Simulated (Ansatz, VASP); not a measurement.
# GaN in two plane-wave programs, part 2 of 3

Aim: how closely do two programs agree when they are given the same cell, functional and k mesh?  Valence electrons are named where the data sets of a main pair hold unlike numbers.

VASP 6.6.1 and Ansatz 0.2.0.

So far. Step 3 (VASP: band structure, LDA): The run ends at a pressure of -6.06 GPa, with forces up to 0.11 eV/Å.

The database entry behind the starting cell has ideal inner coordinates that were not refined, so it need not match the best structure at ambient conditions.

### 4. Side by side

Known differences besides the potentials themselves: the two LDA forms differ slightly; the cutoff is 420 eV in Ansatz and 460 eV in VASP; VASP's log shows a relativistic correction to its local exchange, Ansatz's none. Total energies have different zeros and are not compared.

Both answers:

```tsv
quantity	Ansatz	VASP	difference
pressure (GPa)	-6.38	-6.06	-0.32
pressure without Ansatz's Pulay correction (GPa)	-7.02	-6.06	-0.96
gap over the path points (eV)	1.897	1.913	-0.016
```

Forces (eV/Å; atoms numbered as in POSCAR):

```tsv
atom	Ansatz x, y, z	VASP x, y, z
Ga1	0.000, 0.000, -0.111	0.000, 0.000, -0.112
Ga2	0.000, 0.000, -0.111	0.000, 0.000, -0.112
N3	0.000, 0.000, 0.111	0.000, 0.000, 0.112
N4	0.000, 0.000, 0.111	0.000, 0.000, 0.112
```

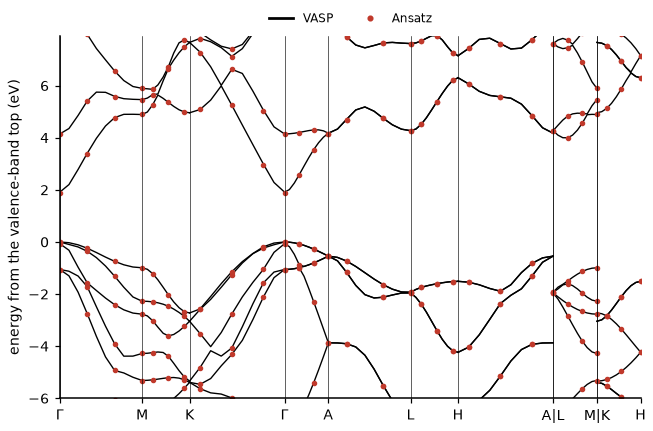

Bands from VASP (lines) and levels from Ansatz (dots). Dots without a line are higher empty bands that the VASP plot leaves out.

Levels at points of the path, from each program's valence-band top (eV; 4 filled, then empty):

```tsv
k (reciprocal lattice)	Ansatz	VASP
0.000 0.000 0.000	-1.06 -0.07 0.00 0.00 1.90 4.14 9.03	-1.05 -0.07 0.00 0.00 1.91 4.15 9.03
0.167 0.000 0.000	-1.72 -1.57 -0.36 -0.24 3.39 5.40 7.97	-1.71 -1.57 -0.36 -0.24 3.40 5.41 7.97
0.333 0.000 0.000	-3.92 -2.41 -1.31 -0.74 4.77 5.58 6.56	-3.91 -2.41 -1.31 -0.74 4.77 5.59 6.56
0.500 0.000 0.000	-4.28 -2.77 -2.27 -0.99 4.89 5.46 5.90	-4.28 -2.77 -2.27 -0.99 4.89 5.46 5.90
0.463 0.074 0.000	-4.25 -3.02 -2.30 -1.21 5.26 5.65 5.85	-4.25 -3.02 -2.30 -1.21 5.26 5.66 5.86
0.407 0.185 0.000	-4.39 -3.60 -2.47 -2.03 5.37 6.65 6.73	-4.39 -3.60 -2.47 -2.03 5.36 6.66 6.74
0.352 0.296 0.000	-5.18 -3.24 -2.85 -2.67 5.00 7.48 7.74	-5.18 -3.24 -2.85 -2.67 4.99 7.49 7.75
0.296 0.296 0.000	-4.82 -3.52 -2.59 -2.57 5.10 7.27 7.80	-4.82 -3.52 -2.59 -2.57 5.08 7.29 7.82
0.185 0.185 0.000	-4.07 -2.77 -1.25 -1.14 5.24 6.63 7.12	-4.07 -2.77 -1.25 -1.14 5.25 6.63 7.13
0.074 0.074 0.000	-1.57 -1.05 -0.23 -0.18 2.97 5.04 8.62	-1.56 -1.05 -0.23 -0.18 2.98 5.06 8.63
```

The forces differ by 0.6 meV/Å r.m.s., which is 0.9 % of the r.m.s. force of 0.065 eV/Å (both taken over all components). Among the levels compared at these points, filled levels agree within 6 meV and empty ones within 16 meV. Ansatz's pressure holds a Pulay correction of 0.64 GPa; VASP's holds none.

### 5. VASP: band structure, PBE

The same path points are solved in both programs, so levels can be compared one by one.

INCAR

```
SYSTEM = GaN
PREC = Accurate
ENCUT = 460
EDIFF = 1E-06
NELM = 100
ISMEAR = 0
SIGMA = 0.03
LREAL = .FALSE.
ALGO = Normal
GGA = PE
NBANDS = 32
LORBIT = 11
LWAVE = .FALSE.
LCHARG = .FALSE.
KPAR = 8
LASPH = .TRUE.
```

POSCAR

```
GaN
1.0
    3.1900000000      0.0000000000      0.0000000000
   -1.5950000000      2.7626210381      0.0000000000
    0.0000000000      0.0000000000      5.1890000000
Ga N
2 2
Direct
    0.3333333333      0.6666666667      0.5000000000
    0.6666666667      0.3333333333      0.0000000000
    0.3333333333      0.6666666667      0.8750000000
    0.6666666667      0.3333333333      0.3750000000
```

KPOINTS

```
Automatic mesh
0
Gamma
8 8 4
0 0 0
```

KPOINTS_OPT

```
Line mode
10
Line-mode
Reciprocal
  0.00000000   0.00000000   0.00000000 GAMMA
  0.50000000   0.00000000   0.00000000 M

  0.50000000   0.00000000   0.00000000 M
  0.33333333   0.33333333   0.00000000 K

  0.33333333   0.33333333   0.00000000 K
  0.00000000   0.00000000   0.00000000 GAMMA

  0.00000000   0.00000000   0.00000000 GAMMA
  0.00000000   0.00000000   0.50000000 A

  0.00000000   0.00000000   0.50000000 A
  0.50000000   0.00000000   0.50000000 L

  0.50000000   0.00000000   0.50000000 L
  0.33333333   0.33333333   0.50000000 H

  0.33333333   0.33333333   0.50000000 H
  0.00000000   0.00000000   0.50000000 A

  0.50000000   0.00000000   0.50000000 L
  0.50000000   0.00000000   0.00000000 M

  0.33333333   0.33333333   0.00000000 K
  0.33333333   0.33333333   0.50000000 H
```

PAW data sets: Ga_d and N (PBE family, release 64).

The run is started by

```sh
> mpirun -np 8 vasp_std
```

Numbers of over 12 decimals in the logs are rounded to 6 here.

The program printed:

```text
[banner, memory and clock lines left out]
running    8 mpi-ranks, on    1 nodes
[...]
[... a notice as in an earlier step ...]

 LDA part: xc-table for (Slater+PW92), standard interpolation
 POSCAR, INCAR and KPOINTS ok, starting setup
[...]
entering main loop
       N       E                     dE             d eps       ncg     rms          rms(c)
DAV:   1     0.284880919212E+03    0.28488E+03   -0.15278E+04  2344   0.196E+03
DAV:   2     0.111929980065E+02   -0.27369E+03   -0.25005E+03  1968   0.469E+02
DAV:   3    -0.271448326652E+02   -0.38338E+02   -0.37731E+02  2296   0.122E+02
DAV:   4    -0.283019443077E+02   -0.11571E+01   -0.11560E+01  2128   0.240E+01
[...]
DAV:  12    -0.243096420192E+02   -0.12462E-04   -0.86594E-05  2512   0.695E-02    0.617E-02
DAV:  13    -0.243096320011E+02    0.10018E-04   -0.15535E-05  2416   0.282E-02    0.114E-02
DAV:  14    -0.243096319156E+02    0.85467E-07   -0.28477E-06  2032   0.860E-03
   1 F= -.24309632E+02 E0= -.24309632E+02  d E =-.695928E-24
 Start KPOINTS_OPT (optional k-point list driver)
k-point batch [1-30\90]
       N       E                     dE             ncg
DAV:   1     0.392555822034E+04   -0.23716E+05     2424
DAV:   2    -0.389169458093E+04   -0.78173E+04     1944
DAV:   3    -0.496259053831E+04   -0.10709E+04     2280
DAV:   4    -0.499456885013E+04   -0.31978E+02     2152
DAV:   5    -0.499504895509E+04   -0.48010E+00     2352
DAV:   6    -0.499507002054E+04   -0.21065E-01     2712
DAV:   7    -0.499507036474E+04   -0.34420E-03     2440
DAV:   8    -0.499507036915E+04   -0.44161E-05     1800
DAV:   9    -0.499507036939E+04   -0.23690E-06     1544
[...]
k-point batch [61-90\90]
       N       E                     dE             ncg
DAV:   1     0.415525638357E+04   -0.33592E+05     2344
DAV:   2    -0.392563920269E+04   -0.80809E+04     1944
DAV:   3    -0.504464078840E+04   -0.11190E+04     2288
DAV:   4    -0.507760709439E+04   -0.32966E+02     2200
DAV:   5    -0.507809357198E+04   -0.48648E+00     2336
DAV:   6    -0.507811280390E+04   -0.19232E-01     2664
DAV:   7    -0.507811327053E+04   -0.46662E-03     2488
DAV:   8    -0.507811327375E+04   -0.32271E-05     1896
DAV:   9    -0.507811327396E+04   -0.21076E-06     1480
```

OUTCAR, selected parts (step 5):

```text
  Total        1.1765802      1.1765802      1.6235292      0.0000000      0.0000000      0.0000000
  in kB       41.2227021     41.2227021     56.8820216      0.0000000      0.0000000      0.0000000
  external PRESSURE =      46.4424752 kB  Pullay stress =       0.0000000 kB

 POSITION                                       TOTAL-FORCE (eV/Angst)
 -----------------------------------------------------------------------------------
     -0.00000      1.84175      2.59450         0.000000      0.000000     -0.117177
      1.59500      0.92087      0.00000        -0.000000     -0.000000     -0.117177
     -0.00000      1.84175      4.54038         0.000000     -0.000000      0.117177
      1.59500      0.92087      1.94588        -0.000000      0.000000      0.117177
 -----------------------------------------------------------------------------------
    total drift:                               -0.000001     -0.000001      0.000952

  FREE ENERGIE OF THE ION-ELECTRON SYSTEM (eV)
  ---------------------------------------------------
  free  energy   TOTEN  =       -24.3096319156 eV

  energy  without entropy=      -24.3096319156  energy(sigma->0) =      -24.30963192

[... 2 parts as in an earlier step ...]

[... 1 further part left out ...]
[key lines of the parts left out:]
E-fermi :   5.5216
```

The run ends at a pressure of 4.64 GPa, with forces up to 0.12 eV/Å.

### 6. Ansatz: band structure, PBE

The same cell, functional, mesh and smearing now go to Ansatz, which takes its cutoff from its data sets.

The cell is taken from a series of VASP runs on this material, whose earlier steps may have relaxed, scaled or displaced it; both programs get it as it stands.

input.yaml

```yaml
crystal:
  lattice:
    - [3.19, 0.0, 0.0]
    - [-1.595, 2.7626210381, 0.0]
    - [0.0, 0.0, 5.189]
  atoms:
    - { symbol: Ga, position: [0.3333333333, 0.6666666667, 0.5] }
    - { symbol: Ga, position: [0.6666666667, 0.3333333333, 0.0] }
    - { symbol: "N", position: [0.3333333333, 0.6666666667, 0.875] }
    - { symbol: "N", position: [0.6666666667, 0.3333333333, 0.375] }
hamiltonian:
  xc: pbe
  pseudopotentials: { kind: paw }
kpoints:
  mp_grid: { grid: [8, 8, 4] }
  band_path:
    path:
      - [0.0, 0.0, 0.0]
      - [0.16667, 0.0, 0.0]
      - [0.33333, 0.0, 0.0]
      - [0.5, 0.0, 0.0]
      - [0.46296, 0.07407, 0.0]
      - [0.40741, 0.18519, 0.0]
      - [0.35185, 0.2963, 0.0]
      - [0.2963, 0.2963, 0.0]
      - [0.18519, 0.18519, 0.0]
      - [0.07407, 0.07407, 0.0]
      - [0.0, 0.0, 0.0]
      - [0.0, 0.0, 0.16667]
      - [0.0, 0.0, 0.33333]
      - [0.0, 0.0, 0.5]
      - [0.11111, 0.0, 0.5]
      - [0.33333, 0.0, 0.5]
      - [0.5, 0.0, 0.5]
      - [0.46296, 0.07407, 0.5]
      - [0.40741, 0.18519, 0.5]
      - [0.35185, 0.2963, 0.5]
      - [0.2963, 0.2963, 0.5]
      - [0.18519, 0.18519, 0.5]
      - [0.07407, 0.07407, 0.5]
      - [0.5, 0.0, 0.5]
      - [0.5, 0.0, 0.33333]
      - [0.5, 0.0, 0.16667]
      - [0.5, 0.0, 0.0]
      - [0.33333, 0.33333, 0.11111]
      - [0.33333, 0.33333, 0.27778]
      - [0.33333, 0.33333, 0.5]
    npoints: 1
scf:
  occupations: { method: gaussian, width: 0.03 }
  n_extra_bands: 8
output:
  forces: true
  stress: true
  eigenvalues: true
  write_density: true
  write_potential: true
  elf: true
  volumetric_format: npy
```

The run is started by

```sh
> ansatz run input.yaml --threads 2 --pin off --max-ram 4608MiB --backend cpu --events-out ev --progress --plain --runs-dir out
```

The program printed:

```text
[...]
Crystal: 4 atoms, lattice volume = 45.729 Å³
Basis set: ecut = 420 eV, 917 PW (Γ), exchange–correlation on 48×48×72 points (8 copies of the dense FFT grid, shifted against one another)
Bands: 26, of which v1, the nominal top of the filled ones, is band 18 counted from 1 (17 counted from 0)
Symmetry: 12 space group operations
[...]
k-points: 30 of 256 (time reversal used)
[...]
k-point 0: bands = [... 14 lower, 8.6453, 9.6258, 9.6897, 9.6897, 11.5792, 13.9335, 18.8700, 19.5672, ... 4 higher]
  k-point 1: bands = [... 14 lower, 8.7919, 8.7919, 9.5302, 9.5302, 12.7768, 14.0370, 18.4840, 19.2479, ... 4 higher]
  k-point 2: bands = [... 14 lower, 9.1546, 9.1546, 9.1546, 9.1546, 13.9151, 13.9151, 18.1699, 18.1699, ... 4 higher]
  k-point 29: bands = [... 14 lower, 5.8021, 5.8021, 8.1650, 8.1650, 15.7222, 15.7222, 17.3928, 17.3928, ... 4 higher]
[key lines of the parts left out:]
SCF converged after 6 iterations
Free energy (F): -8335.815343 eV
Fermi energy:    10.634638 eV
P = ⅓ Tr σ = 5.1490 GPa (51.490 kbar)
```

Run time: 3.2 s. Hardware: 2 threads of Arm Neoverse V2, shared host; peak memory 0.34 GiB; 5.8 s of CPU time.

### 7. Comparison

Both answers:

```tsv
quantity	Ansatz	VASP	difference
pressure (GPa)	5.15	4.64	+0.50
pressure without Ansatz's Pulay correction (GPa)	4.64	4.64	-0.01
gap over the path points (eV)	1.889	1.897	-0.008
```

Forces (eV/Å; atoms numbered as in POSCAR):

```tsv
atom	Ansatz x, y, z	VASP x, y, z
Ga1	0.000, 0.000, -0.120	0.000, 0.000, -0.117
Ga2	0.000, 0.000, -0.120	0.000, 0.000, -0.117
N3	0.000, 0.000, 0.119	0.000, 0.000, 0.117
N4	0.000, 0.000, 0.119	0.000, 0.000, 0.117
```

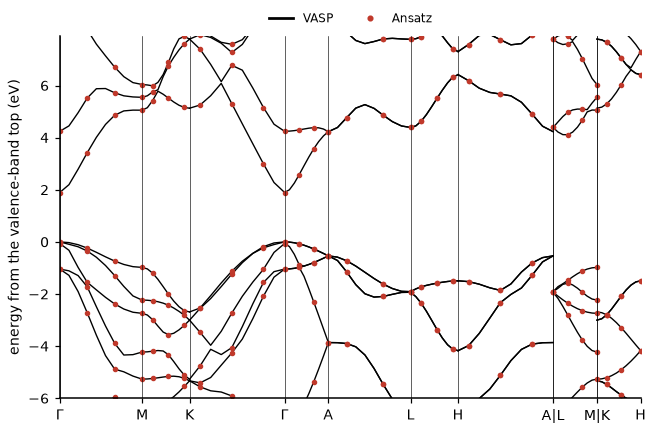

Bands from VASP (lines) and levels from Ansatz (dots). Dots without a line are higher empty bands that the VASP plot leaves out.

Levels at points of the path, from each program's valence-band top (eV; 4 filled, then empty):

```tsv
k (reciprocal lattice)	Ansatz	VASP
0.000 0.000 0.000	-1.04 -0.06 0.00 0.00 1.89 4.24 9.18	-1.04 -0.06 0.00 0.00 1.90 4.24 9.19
0.167 0.000 0.000	-1.73 -1.55 -0.35 -0.24 3.42 5.52 8.14	-1.72 -1.55 -0.35 -0.24 3.42 5.52 8.14
0.333 0.000 0.000	-3.89 -2.38 -1.29 -0.73 4.85 5.72 6.70	-3.89 -2.38 -1.29 -0.73 4.86 5.72 6.71
0.500 0.000 0.000	-4.23 -2.74 -2.23 -0.98 5.06 5.54 6.04	-4.23 -2.74 -2.23 -0.98 5.05 5.55 6.04
0.463 0.074 0.000	-4.19 -2.98 -2.26 -1.20 5.42 5.75 5.99	-4.19 -2.98 -2.26 -1.20 5.42 5.75 5.99
0.407 0.185 0.000	-4.33 -3.56 -2.43 -2.01 5.51 6.75 6.88	-4.33 -3.56 -2.43 -2.01 5.51 6.75 6.89
0.352 0.296 0.000	-5.11 -3.20 -2.81 -2.64 5.16 7.60 7.88	-5.11 -3.20 -2.81 -2.64 5.16 7.60 7.88
0.296 0.296 0.000	-4.75 -3.47 -2.55 -2.53 5.25 7.39 7.95	-4.76 -3.47 -2.55 -2.53 5.25 7.39 7.95
0.185 0.185 0.000	-4.06 -2.73 -1.24 -1.12 5.30 6.77 7.27	-4.06 -2.73 -1.24 -1.12 5.30 6.77 7.27
0.074 0.074 0.000	-1.56 -1.05 -0.23 -0.18 2.99 5.16 8.77	-1.56 -1.05 -0.23 -0.18 2.99 5.16 8.78
```

The forces differ by 1.3 meV/Å r.m.s., which is 2.0 % of the r.m.s. force of 0.068 eV/Å (both taken over all components). Among the levels compared at these points, filled levels agree within 3 meV and empty ones within 9 meV. Ansatz's pressure holds a Pulay correction of 0.51 GPa; VASP's holds none.

### 8. Ansatz: band structure, r2SCAN, spin-orbit coupling

The same path points are solved in both programs, so levels can be compared one by one.

The cell is taken from a series of VASP runs on this material, whose earlier steps may have relaxed, scaled or displaced it; both programs get it as it stands.

Edit input.yaml of step 6 so:

```diff
@@ -11,4 +11,7 @@
 hamiltonian:
-  xc: pbe
-  pseudopotentials: { kind: paw }
+  xc: r2scan
+  pseudopotentials: { kind: paw_fr }
+magnetization:
+  noncollinear: true
+  spin_orbit: true
 kpoints:
@@ -50,3 +53,3 @@
   occupations: { method: gaussian, width: 0.03 }
-  n_extra_bands: 8
+  n_extra_bands: 16
 output:
@@ -55,5 +58 @@
   eigenvalues: true
-  write_density: true
-  write_potential: true
-  elf: true
-  volumetric_format: npy
```

The program printed:

```text
[...]
non-collinear run that drives no moment, with spin-orbit: no starting moment large enough to seed its density (crystal.atoms[].spin), no starting occupations that ask for one, no magnetisation constraint and no magnetic field, so the semilocal B_xc is pinned to zero
Crystal: 4 atoms, lattice volume = 45.729 Å³
[...]
k-point 1: bands = [... 32 lower, 9.2444, 9.2444, 9.2539, 9.2539, 12.9255, 12.9255, 14.3080, 14.3080, ... 12 higher]
  k-point 2: bands = [... 32 lower, 8.8710, 8.8710, 8.8710, 8.8710, 14.1449, 14.1449, 14.1449, 14.1449, ... 12 higher]
  k-point 29: bands = [... 32 lower, 7.8373, 7.8373, 7.8485, 7.8485, 15.9840, 15.9840, 16.0081, 16.0081, ... 12 higher]
[key lines of the parts left out:]
SCF converged after 8 iterations
Magnetization: |M| = 0.0000 μB,  M = (+0.0000, +0.0000, +0.0000) μB
Free energy (F): -8347.784424 eV
Fermi energy:    10.567215 eV
P = ⅓ Tr σ = -1.0657 GPa (-10.657 kbar)
```

The job ended after 35 s (2 threads; peak memory 0.63 GiB).

### 9. VASP: band structure, r2SCAN, spin-orbit coupling

The same cell, functional, mesh and smearing now go to VASP, with its own data sets.

INCAR

```
SYSTEM = GaN
PREC = Accurate
ENCUT = 460
EDIFF = 1E-06
NELM = 100
ISMEAR = 0
SIGMA = 0.03
LREAL = .FALSE.
ALGO = Normal
METAGGA = R2SCAN
LASPH = .TRUE.
LNONCOLLINEAR = .TRUE.
MAGMOM = 0 0 0 0 0 0 0 0 0 0 0 0
NBANDS = 48
GGA_COMPAT = .FALSE.
LSORBIT = .TRUE.
LORBIT = 11
LWAVE = .FALSE.
LCHARG = .FALSE.
KPAR = 8
```

POSCAR is that of step 5.

KPOINTS is that of step 5.

KPOINTS_OPT is that of step 5.

The run is started by

```sh
> mpirun -np 8 vasp_ncl
```

The program printed:

```text
[banner, memory and clock lines left out]
running    8 mpi-ranks, on    1 nodes
[...]
[... a notice as in an earlier step ...]

|                                                                             |
|               ----> ADVICE to this user running VASP <----                  |
|                                                                             |
|     You enforced a specific xc type in the INCAR file but a different       |
|     [... a line on the potential file left out ...]
|     I HOPE YOU KNOW WHAT YOU ARE DOING!                                     |
|                                                                             |

 LDA part: xc-table for (None), standard interpolation
 POSCAR, INCAR and KPOINTS ok, starting setup
[...]
entering main loop
       N       E                     dE             d eps       ncg     rms          rms(c)
DAV:   1     0.366565715069E+03    0.36657E+03   -0.15261E+04  4392   0.268E+03
DAV:   2     0.230985078496E+02   -0.34347E+03   -0.32108E+03  3896   0.699E+02
[...]
DAV:  15    -0.438250258827E+02   -0.15983E-07   -0.10259E-06  3040   0.928E-03
   1 F= -.43825026E+02 E0= -.43825026E+02  d E =-.648546E-17  mag=    -0.0000    -0.0000     0.0000
 Start KPOINTS_OPT (optional k-point list driver)
k-point batch [1-40\90]
       N       E                     dE             ncg
DAV:   1     0.899793223877E+04   -0.17244E+05     4528
DAV:   2    -0.451939434468E+04   -0.13517E+05     3912
DAV:   3    -0.718090584522E+04   -0.26615E+04     4504
DAV:   4    -0.735706248099E+04   -0.17616E+03     4640
[...]
DAV:   8    -0.736344149122E+04   -0.63003E-04     5120
DAV:   9    -0.736344149227E+04   -0.10477E-05     3184
DAV:  10    -0.736344149243E+04   -0.15481E-06     2816
[...]
k-point batch [81-90\90]
       N       E                     dE             ncg
DAV:   1     0.373670475794E+05   -0.12110E+05     1104
DAV:   2     0.339757914587E+05   -0.33913E+04      968
DAV:   3     0.333141816142E+05   -0.66161E+03     1080
DAV:   4     0.332706565091E+05   -0.43525E+02     1216
DAV:   5     0.332695213191E+05   -0.11352E+01     1072
DAV:   6     0.332694876997E+05   -0.33619E-01     1392
DAV:   7     0.332694867324E+05   -0.96727E-03     1192
DAV:   8     0.332694867212E+05   -0.11176E-04     1344
DAV:   9     0.332694867210E+05   -0.17587E-06      728
```

(Continued in part 3 of 3.)

[Lines on the potential files, build, host, timing and source positions are cut from VASP's logs without a mark.]

[Logs are printed without paths, hosts, clocks, repeated set-up lines and the standing remarks that a program may print on its own settings, such as how far it seeks lower states.]

[Hosts, paths, dates, database ids (printed as entryN), source tags and the programs' standing remarks are cut or masked in the printed files.]
